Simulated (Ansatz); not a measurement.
# AlF3H3P: a spread of methods and bases

Aim: run AlF3H3P under a spread of inputs, and see what each costs and gives.

Program: Ansatz 0.2.0, Gaussian basis. Level of theory: the settings change from run to run. These are calculated values, not measurements.

## (1) The geometry

An earlier PBE0-D4 in a triple-zeta def2 set relaxation fixed the geometry.

SMILES `F[P+](F)(F)[AlH3-]`, 8 atoms, charge 0, spin multiplicity 1.

Atoms are counted from 1 here; the program's logs count them from 0.

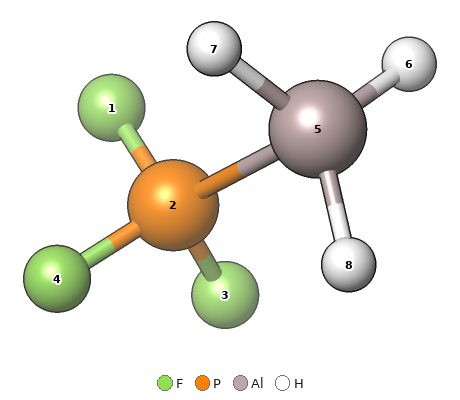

The geometry (fluorine green, phosphorus orange, aluminium light grey, hydrogen white); atoms are numbered from 1 in the order of the file.

## (2) revPBE0/6-31++G**

Set apart from the defaults: atoms shaken by 0.03 Å, density fitting with def2-universal-jkfit, a grid of angular degree 47, the search for lower states set to light.

in.yaml reads:

```yaml
crystal:
  periodic: [false, false, false]
  atoms:
    - {symbol: F, position_ang: [1.373977, -0.604259, 1.587951]}
    - {symbol: P, position_ang: [0.626621, -0.714151, 0.271505]}
    - {symbol: F, position_ang: [0.055386, -2.099809, 0.501319]}
    - {symbol: F, position_ang: [1.797423, -1.102029, -0.692034]}
    - {symbol: Al, position_ang: [-0.878967, 1.058529, -0.367846]}
    - {symbol: H, position_ang: [-1.815694, 0.987771, 0.967344]}
    - {symbol: H, position_ang: [0.228489, 2.221895, -0.425232]}
    - {symbol: H, position_ang: [-1.431585, 0.383970, -1.708576]}
basis:
  gaussian: {orbitals: "6-31++G**", fitting: {mean_field: def2-universal-jkfit}, final_grid: {core_spheres: 20, valence_spheres: 16, degree: 47}}
hamiltonian: {xc: {name: revPBE0}}
scf: {lower_state_search: light}
```

Launch:

```console
ansatz run in.yaml --threads 4 --pin off --events-out ev --progress --plain --max-ram 10444MiB
```

The program printed:

```text
Functional definition: revPBE0
  name "revPBE0"
  cite "Zhang & Yang, Phys. Rev. Lett. 80, 890 (1998) doi:10.1103/PhysRevLett.80.890"
  cite "Adamo & Barone, J. Chem. Phys. 110, 6158 (1999) doi:10.1063/1.478522"
  cite "Perdew, Burke & Ernzerhof, Phys. Rev. Lett. 77, 3865 (1996) doi:10.1103/PhysRevLett.77.3865"
  parameter a = 0.25
  parameter kappa = 1.245
  parameter beta = 0.06672455060314922
  exchange = (1 - a)*pbe_x(kappa = kappa, mu = beta*pi^2/3) + a*exact_x
  correlation = pbe_c(beta = beta)
541 factors; integrals over basis functions are off by at most 3.7e-1 eV
mean field evaluation 1: about -24076.0622 eV, gradient 4.3e1 eV
mean field evaluation 2: about -24074.0887 eV, gradient 5.8e1 eV
mean field evaluation 4: about -24079.1001 eV, gradient 1.2e0 eV
mean field evaluation 8: about -24079.1030 eV, gradient 1.1e-2 eV
mean field -24079.10295227 eV, -884.8907120938 hartree, gradient 2.9e-5 eV, S^2 0.000000; 0 other end points of the search recorded, 0 dependent functions left out
reference -24079.10302501 eV, -884.8907147669 hartree; 29, 29 occupied and 92, 92 virtual orbitals, 541 factors
Total energy: -24079.10302501 eV, -884.8907147669 hartree
```

Wall time 0.55 s (4 threads of AMD EPYC 9B45, shared host).

## (3) r2SCAN/def2-SVP

Set apart from the defaults: unrestricted orbitals, high accuracy.

in.yaml reads:

```yaml
crystal:
  periodic: [false, false, false]
  atoms:
    - {symbol: F, position_ang: [1.456294, -0.585154, 1.569272]}
    - {symbol: P, position_ang: [0.641170, -0.751662, 0.262703]}
    - {symbol: F, position_ang: [0.048984, -2.163267, 0.499443]}
    - {symbol: F, position_ang: [1.785617, -1.107047, -0.718765]}
    - {symbol: Al, position_ang: [-0.931935, 1.091659, -0.382242]}
    - {symbol: H, position_ang: [-1.786860, 0.979314, 0.957779]}
    - {symbol: H, position_ang: [0.221856, 2.185604, -0.488087]}
    - {symbol: H, position_ang: [-1.435136, 0.350553, -1.700104]}
basis:
  gaussian: {orbitals: def2-SVP}
magnetization: {spin_polarized: true, initial_magnetization: 0}
hamiltonian: {xc: {name: r2SCAN}}
accuracy: high
output: {forces: true}
```

The command is unchanged.

The program printed, cut to the lines that bear on the results:

```text
Functional definition: r2SCAN
  name "r2SCAN"
  cite "Furness, Kaplan, Ning, Perdew & Sun, J. Phys. Chem. Lett. 11, 8208 (2020) doi:10.1021/acs.jpclett.0c02405"
  cite "Furness, Kaplan, Ning, Perdew & Sun, J. Phys. Chem. Lett. 11, 9248 (2020) doi:10.1021/acs.jpclett.0c03077"
  parent r2scan
[...]
1910 factors; integrals over basis functions are off by at most 8.1e-9 eV
[...]
mean field -24070.33177281 eV, -884.5683771937 hartree, gradient 3.1e-8 eV, S^2 0.000000; 0 other end points of the search recorded, 0 dependent functions left out
[...]
reference -24070.33177542 eV, -884.5683772900 hartree; 29, 29 occupied and 64, 64 virtual orbitals, 1910 factors
Total energy: -24070.33177542 eV, -884.5683772900 hartree
Atom 0 at     1.456294    -0.585154     1.569272 Å, force     0.727913     0.169158     1.182055 eV/Å
Atom 1 at     0.641170    -0.751662     0.262703 Å, force    -1.268742     1.483868    -0.520272 eV/Å
Atom 2 at     0.048984    -2.163267     0.499443 Å, force    -0.553677    -1.266420     0.209726 eV/Å
Atom 3 at     1.785617    -1.107047    -0.718765 Å, force     1.025311    -0.305979    -0.899004 eV/Å
Atom 4 at    -0.931935     1.091659    -0.382242 Å, force     0.100639    -0.118076     0.040418 eV/Å
Atom 5 at    -1.786860     0.979314     0.957779 Å, force    -0.033604     0.005851     0.034674 eV/Å
Atom 6 at     0.221856     2.185604    -0.488087 Å, force     0.024809     0.042273    -0.006200 eV/Å
Atom 7 at    -1.435136     0.350553    -1.700104 Å, force    -0.022648    -0.010676    -0.041398 eV/Å
Dipole moment:     0.213517    -0.250600     0.087419 e Å
```

It took 2.9 s on 4 threads of AMD EPYC 9B45, shared host; peak memory 0.51 GiB.

Largest force 2.020 eV/Å, dipole 1.64 D, ⟨S²⟩ 0.000.

## (4) B3LYP5/aug-cc-pVDZ

Set apart from the defaults: density fitting with def2-universal-jkfit.

Edit in.yaml of step 3 so:

```diff
@@ -12,6 +12,4 @@
 basis:
-  gaussian: {orbitals: def2-SVP}
-magnetization: {spin_polarized: true, initial_magnetization: 0}
-hamiltonian: {xc: {name: r2SCAN}}
-accuracy: high
+  gaussian: {orbitals: aug-cc-pVDZ, fitting: {mean_field: def2-universal-jkfit}}
+hamiltonian: {xc: {name: B3LYP5}}
 output: {forces: true}
```

Launched as before.

The program printed, cut to the lines that bear on the results:

```text
Functional definition: B3LYP5
  name "B3LYP5"
  cite "Stephens, Devlin, Chabalowski & Frisch, J. Phys. Chem. 98, 11623 (1994) doi:10.1021/j100096a001"
  cite "Becke, Phys. Rev. A 38, 3098 (1988) doi:10.1103/PhysRevA.38.3098"
  cite "Lee, Yang & Parr, Phys. Rev. B 37, 785 (1988) doi:10.1103/PhysRevB.37.785"
  cite "Vosko, Wilk & Nusair, Can. J. Phys. 58, 1200 (1980) doi:10.1139/p80-159"
[...]
541 factors; integrals over basis functions are off by at most 3.8e-1 eV
[...]
mean field -24082.70627957 eV, -885.0231319294 hartree, gradient 5.3e-5 eV, S^2 0.000000; 0 other end points of the search recorded, 0 dependent functions left out
[...]
reference -24082.70661644 eV, -885.0231443092 hartree; 29, 29 occupied and 121, 121 virtual orbitals, 541 factors
Total energy: -24082.70661644 eV, -885.0231443092 hartree
Atom 0 at     1.456294    -0.585154     1.569272 Å, force     1.290514     0.203307     2.013804 eV/Å
Atom 1 at     0.641170    -0.751662     0.262703 Å, force    -1.995333     2.333954    -0.819163 eV/Å
Atom 2 at     0.048984    -2.163267     0.499443 Å, force    -0.860989    -2.207534     0.380199 eV/Å
Atom 3 at     1.785617    -1.107047    -0.718765 Å, force     1.791298    -0.594406    -1.481532 eV/Å
Atom 4 at    -0.931935     1.091659    -0.382242 Å, force    -0.195236     0.228727    -0.080831 eV/Å
Atom 5 at    -1.786860     0.979314     0.957779 Å, force    -0.027289     0.006780     0.024408 eV/Å
Atom 6 at     0.221856     2.185604    -0.488087 Å, force     0.015891     0.034127    -0.005460 eV/Å
Atom 7 at    -1.435136     0.350553    -1.700104 Å, force    -0.018857    -0.004956    -0.031425 eV/Å
Dipole moment:     0.158405    -0.185951     0.064824 e Å
```

Wall time 0.7 s (4 threads of AMD EPYC 9B45, shared host).

Largest force 3.178 eV/Å, dipole 1.21 D.

## (5) HSE06/ANO-RCC-VTZP

Set apart from the defaults: atoms shaken by 0.15 Å.

in.yaml reads:

```yaml
crystal:
  periodic: [false, false, false]
  atoms:
    - {symbol: F, position_ang: [1.599118, -0.676364, 1.141011]}
    - {symbol: P, position_ang: [0.976152, -0.636463, 0.193536]}
    - {symbol: F, position_ang: [-0.043742, -2.024749, 0.631016]}
    - {symbol: F, position_ang: [1.787202, -0.888674, -0.895391]}
    - {symbol: Al, position_ang: [-0.955046, 1.185878, -0.476650]}
    - {symbol: H, position_ang: [-1.361272, 0.885122, 1.008346]}
    - {symbol: H, position_ang: [0.171425, 2.159962, -0.589747]}
    - {symbol: H, position_ang: [-1.649026, 0.413117, -1.640417]}
basis:
  gaussian: {orbitals: ANO-RCC-VTZP}
hamiltonian: {xc: {name: HSE06}}
output: {forces: true}
```

Same command.

The program printed, cut to the lines that bear on the results:

```text
Functional definition: HSE06
  name "HSE06"
  cite "Heyd, Scuseria & Ernzerhof, J. Chem. Phys. 118, 8207 (2003) doi:10.1063/1.1564060"
  cite "Krukau, Vydrov, Izmaylov & Scuseria, J. Chem. Phys. 125, 224106 (2006) doi:10.1063/1.2404663"
  cite "Heyd & Scuseria, J. Chem. Phys. 120, 7274 (2004) doi:10.1063/1.1668634"
  cite "Ernzerhof & Perdew, J. Chem. Phys. 109, 3313 (1998) doi:10.1063/1.476928"
  cite "Perdew, Burke & Ernzerhof, Phys. Rev. Lett. 77, 3865 (1996) doi:10.1103/PhysRevLett.77.3865"
  parent pbe
[...]
  # The whole range is PBE's own exchange, as in plane waves. The composition of these papers is wPBEh.
[...]
1571 factors; their error is unknown
101 factors; integrals over basis functions are off by at most 2.0e-6 eV
[...]
mean field -24108.03910463 eV, -885.9540960794 hartree, gradient 9.9e-6 eV, S^2 0.000000; 0 other end points of the search recorded, 0 dependent functions left out
[...]
reference -24108.03918168 eV, -885.9540989108 hartree; 29, 29 occupied and 171, 171 virtual orbitals, 1571 factors
Total energy: -24108.03918168 eV, -885.9540989108 hartree
Relativity: scalar
Atom 0 at     1.599118    -0.676364     1.141011 Å, force    36.188331    -2.176431    53.705943 eV/Å
Atom 1 at     0.976152    -0.636463     0.193536 Å, force   -45.699082     4.024279   -44.119813 eV/Å
Atom 2 at    -0.043742    -2.024749     0.631016 Å, force     2.124878     1.585743    -1.404891 eV/Å
Atom 3 at     1.787202    -0.888674    -0.895391 Å, force     6.976690    -3.406628    -8.631759 eV/Å
Atom 4 at    -0.955046     1.185878    -0.476650 Å, force     0.122385    -1.560881     0.907126 eV/Å
Atom 5 at    -1.361272     0.885122     1.008346 Å, force    -0.516139     0.213020     0.370111 eV/Å
Atom 6 at     0.171425     2.159962    -0.589747 Å, force     0.959960     1.368373    -0.433329 eV/Å
Atom 7 at    -1.649026     0.413117    -1.640417 Å, force    -0.157024    -0.047475    -0.393386 eV/Å
Dipole moment:     0.813457    -0.010256     0.104600 e Å
```

It took 3.2 s on 4 threads of AMD EPYC 9B45, shared host; peak memory 0.78 GiB.

Largest force 64.797 eV/Å, dipole 3.94 D.

## (6) CCSD/def2-TZVPP

Options: atoms shaken by 0.08 Å, high accuracy, the search for lower states set to off.

in.yaml reads:

```yaml
crystal:
  periodic: [false, false, false]
  atoms:
    - {symbol: F, position_ang: [1.497630, -0.491146, 1.639267]}
    - {symbol: P, position_ang: [0.669414, -0.823600, 0.271683]}
    - {symbol: F, position_ang: [0.297032, -2.201019, 0.573917]}
    - {symbol: F, position_ang: [1.726008, -1.308370, -0.779575]}
    - {symbol: Al, position_ang: [-1.068751, 1.038339, -0.170872]}
    - {symbol: H, position_ang: [-1.853554, 0.913815, 0.919035]}
    - {symbol: H, position_ang: [0.298405, 2.219475, -0.529836]}
    - {symbol: H, position_ang: [-1.446536, 0.302793, -1.755189]}
basis:
  gaussian: {orbitals: def2-TZVPP}
hamiltonian: {xc: {name: HF}}
correlation: {method: ccsd}
accuracy: high
scf: {lower_state_search: off}
```

Launched as before.

The program printed, cut to the lines that bear on the results:

```text
Functional definition: HF
  name "HF"
  cite "Fock, Z. Phys. 61, 126 (1930) doi:10.1007/BF01340294"
  parent pbe
[...]
3729 factors; integrals over basis functions are off by at most 6.0e-8 eV
[...]
mean field -24025.16101031 eV, -882.9083822899 hartree, gradient 5.3e-8 eV, S^2 0.000000; 0 other end points of the search recorded, 0 dependent functions left out
13 core orbitals not correlated: weight in the atoms' cores, before any rotation towards them, 1.000 or more for the frozen orbitals, at most 0.000 for the correlated occupied ones
reference -24025.16101031 eV, -882.9083822899 hartree; 16, 16 occupied and 190, 190 virtual orbitals, 3729 factors
second order -26.93578292 eV of doubles, -0.00000000 eV of singles
cycle   1  -26.94908630 eV  change   -1.3e-2 eV  update   1.2e-1
[...]
cycle  21  -27.74949520 eV  change   4.4e-11 eV  update   3.7e-9
Total energy: -24052.91050551 eV, -883.9281574292 hartree
Checks for a lower state left out: stability, starts, cluster_reference, orbital_swaps, neighbouring_geometries, increment
```

It took 37 s on 4 threads of AMD EPYC 9B45, shared host; peak memory 8.1 GiB.

T1 0.014.

## (7) r2SCAN50/def2-TZVPD

This run has coordinates scaled by 0.96, D3(BJ) with three-body dispersion, high accuracy.

in.yaml reads:

```yaml
crystal:
  periodic: [false, false, false]
  atoms:
    - {symbol: F, position_ang: [1.398042, -0.561748, 1.506502]}
    - {symbol: P, position_ang: [0.615523, -0.721596, 0.252195]}
    - {symbol: F, position_ang: [0.047025, -2.076736, 0.479465]}
    - {symbol: F, position_ang: [1.714193, -1.062765, -0.690015]}
    - {symbol: Al, position_ang: [-0.894658, 1.047993, -0.366952]}
    - {symbol: H, position_ang: [-1.715386, 0.940142, 0.919468]}
    - {symbol: H, position_ang: [0.212981, 2.098180, -0.468564]}
    - {symbol: H, position_ang: [-1.377730, 0.336531, -1.632100]}
basis:
  gaussian: {orbitals: def2-TZVPD}
hamiltonian: {xc: {name: r2SCAN50}, dispersion: d3bjatm}
accuracy: high
```

Launched as before.

The program printed, cut to the lines that bear on the results:

```text
Functional definition: r2SCAN50
  name "r2SCAN50"
  cite "Bursch, Neugebauer, Ehlert & Grimme, J. Chem. Phys. 156, 134105 (2022) doi:10.1063/5.0086040"
  cite "Furness, Kaplan, Ning, Perdew & Sun, J. Phys. Chem. Lett. 11, 8208 (2020) doi:10.1021/acs.jpclett.0c02405"
  cite "Furness, Kaplan, Ning, Perdew & Sun, J. Phys. Chem. Lett. 11, 9248 (2020) doi:10.1021/acs.jpclett.0c03077"
  parent r2scan
[...]
3847 factors; integrals over basis functions are off by at most 3.7e-9 eV
[...]
mean field -24084.34027009 eV, -885.0831799736 hartree, gradient 2.0e-8 eV, S^2 0.000000; 0 other end points of the search recorded, 0 dependent functions left out
reference -24084.34027107 eV, -885.0831800097 hartree; 29, 29 occupied and 204, 204 virtual orbitals, 3847 factors
Total energy: -24084.39666784 eV, -885.0852525526 hartree
```

Wall time 7 s (4 threads of AMD EPYC 9B45, shared host); peak memory 1.6 GiB.

## (8) SVWN5/6-31G

in.yaml reads:

```yaml
crystal:
  periodic: [false, false, false]
  atoms:
    - {symbol: F, position_ang: [1.456294, -0.585154, 1.569272]}
    - {symbol: P, position_ang: [0.641170, -0.751662, 0.262703]}
    - {symbol: F, position_ang: [0.048984, -2.163267, 0.499443]}
    - {symbol: F, position_ang: [1.785617, -1.107047, -0.718765]}
    - {symbol: Al, position_ang: [-0.931935, 1.091659, -0.382242]}
    - {symbol: H, position_ang: [-1.786860, 0.979314, 0.957779]}
    - {symbol: H, position_ang: [0.221856, 2.185604, -0.488087]}
    - {symbol: H, position_ang: [-1.435136, 0.350553, -1.700104]}
basis:
  gaussian: {orbitals: 6-31G}
hamiltonian: {xc: {name: SVWN5}}
```

Launched as before.

The program printed:

```text
Functional definition: SVWN5
  name "SVWN5"
  cite "Dirac, Proc. Camb. Phil. Soc. 26, 376 (1930) doi:10.1017/S0305004100016108"
  cite "Slater, Phys. Rev. 81, 385 (1951) doi:10.1103/PhysRev.81.385"
  cite "Vosko, Wilk & Nusair, Can. J. Phys. 58, 1200 (1980) doi:10.1139/p80-159"
  exchange = slater_x
  correlation = vwn5_c
786 factors; their error is unknown
mean field evaluation 1: about -23961.1760 eV, gradient 4.4e1 eV
mean field evaluation 2: about -23953.8893 eV, gradient 8.1e1 eV
mean field evaluation 4: about -23965.1237 eV, gradient 1.6e0 eV
mean field evaluation 8: about -23965.0869 eV, gradient 2.8e-2 eV
mean field -23965.08689033 eV, -880.7006991004 hartree, gradient 1.3e-5 eV, S^2 0.000000; 0 other end points of the search recorded, 0 dependent functions left out
reference -23965.08693205 eV, -880.7007006335 hartree; 29, 29 occupied and 30, 30 virtual orbitals, 786 factors
Total energy: -23965.08693205 eV, -880.7007006335 hartree
```

It took 0.15 s on 4 threads of AMD EPYC 9B45, shared host.

## (9) RPBE/ANO-RCC-VTZP

This run has a point charge of 2.00 e beside it, D4 dispersion, the search for lower states set to off.

Edit in.yaml of step 8 so:

```diff
@@ -12,3 +12,4 @@
 basis:
-  gaussian: {orbitals: 6-31G}
-hamiltonian: {xc: {name: SVWN5}}
+  gaussian: {orbitals: ANO-RCC-VTZP, point_charges: [{charge: 2.00, position_ang: [4.965, -0.947, -0.291]}]}
+hamiltonian: {xc: {name: RPBE}, dispersion: d4}
+scf: {lower_state_search: off}
```

Launched as before.

The program printed, cut to the lines that bear on the results:

```text
Functional definition: RPBE
  name "RPBE"
  cite "Hammer, Hansen & Nørskov, Phys. Rev. B 59, 7413 (1999) doi:10.1103/PhysRevB.59.7413"
  cite "Perdew, Burke & Ernzerhof, Phys. Rev. Lett. 77, 3865 (1996) doi:10.1103/PhysRevLett.77.3865"
[...]
1524 factors; their error is unknown
[...]
mean field -24131.64217715 eV, -886.8214929959 hartree, gradient 6.6e-6 eV, S^2 0.000000; 0 other end points of the search recorded, 0 dependent functions left out
reference -24131.64225164 eV, -886.8214957333 hartree; 29, 29 occupied and 171, 171 virtual orbitals, 1524 factors
Total energy: -24132.19028679 eV, -886.8416356535 hartree
Relativity: scalar
Checks for a lower state left out: stability, starts, cluster_reference, orbital_swaps, neighbouring_geometries, increment
```

Wall time 0.9 s (4 threads of AMD EPYC 9B45, shared host).

## (10) SPW92/ANO-RCC-VTZP

Edit in.yaml of step 9 so:

```diff
@@ -12,4 +12,3 @@
 basis:
-  gaussian: {orbitals: ANO-RCC-VTZP, point_charges: [{charge: 2.00, position_ang: [4.965, -0.947, -0.291]}]}
-hamiltonian: {xc: {name: RPBE}, dispersion: d4}
-scf: {lower_state_search: off}
+  gaussian: {orbitals: ANO-RCC-VTZP}
+hamiltonian: {xc: {name: SPW92}}
```

The command is unchanged.

The program printed:

```text
Functional definition: SPW92
  name "SPW92"
  cite "Dirac, Proc. Camb. Phil. Soc. 26, 376 (1930) doi:10.1017/S0305004100016108"
  cite "Slater, Phys. Rev. 81, 385 (1951) doi:10.1103/PhysRev.81.385"
  cite "Perdew & Wang, Phys. Rev. B 45, 13244 (1992) doi:10.1103/PhysRevB.45.13244"
  exchange = slater_x
  correlation = pw_c
1524 factors; their error is unknown
mean field evaluation 1: about -24014.3701 eV, gradient 4.7e1 eV
mean field evaluation 2: about -24007.1125 eV, gradient 8.8e1 eV
mean field evaluation 4: about -24018.0530 eV, gradient 1.5e0 eV
mean field evaluation 8: about -24018.0216 eV, gradient 3.6e-2 eV
mean field -24018.02159961 eV, -882.6460137861 hartree, gradient 7.7e-5 eV, S^2 0.000000; 0 other end points of the search recorded, 0 dependent functions left out
reference -24018.02166588 eV, -882.6460162212 hartree; 29, 29 occupied and 171, 171 virtual orbitals, 1524 factors
Total energy: -24018.02166588 eV, -882.6460162212 hartree
Relativity: scalar
```

Wall time 0.85 s (4 threads of AMD EPYC 9B45, shared host).

## (11) All runs side by side

```
              level  charge  multiplicity               geometry  functions  energy (eV)    time
  revPBE0/6-31++G**       0             1                 shaken        121   -24079.103  0.55 s
    r2SCAN/def2-SVP       0             1                relaxed         93   -24070.332   2.9 s
 B3LYP5/aug-cc-pVDZ       0             1                relaxed        150   -24082.707   0.7 s
 HSE06/ANO-RCC-VTZP       0             1                 shaken        200   -24108.039   3.2 s
    CCSD/def2-TZVPP       0             1                 shaken        219   -24052.911    37 s
r2SCAN50/def2-TZVPD       0             1                 scaled        233   -24084.397     7 s
        SVWN5/6-31G       0             1                relaxed         59   -23965.087  0.15 s
  RPBE/ANO-RCC-VTZP       0             1  relaxed, point charge        200   -24132.190   0.9 s
 SPW92/ANO-RCC-VTZP       0             1                relaxed        200   -24018.022  0.85 s
```

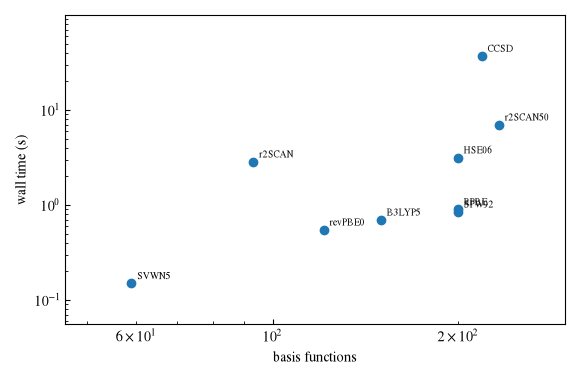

Wall time against the number of basis functions (shared host).

## (12) What came out

```
                                         quantity                  value
                                             runs                      9
                                         quickest    SVWN5/6-31G, 0.15 s
                                          slowest  CCSD/def2-TZVPP, 37 s
spread of total energies, same state and geometry               117.6 eV
                  dipole, same state and geometry         1.21 to 1.64 D
```

What this shows: Run time spans a factor of 247, from SVWN5/6-31G to CCSD/def2-TZVPP. The jobs differ in tasks and options as well as level. Total energies at one charge and spin differ by 118 eV between levels, so only differences within one level mean anything. Some of these runs are scalar-relativistic and others not, which shifts the totals of all-electron atoms past neon by eV; core potentials, where a basis has them, take the core out of the total altogether. At the PBE0-D4/def2-TZVP geometry and in the same state, runs without warnings or point charges leave forces up to 3.18 eV/Å (B3LYP5/aug-cc-pVDZ), against 64.8 eV/Å where the atoms were moved.
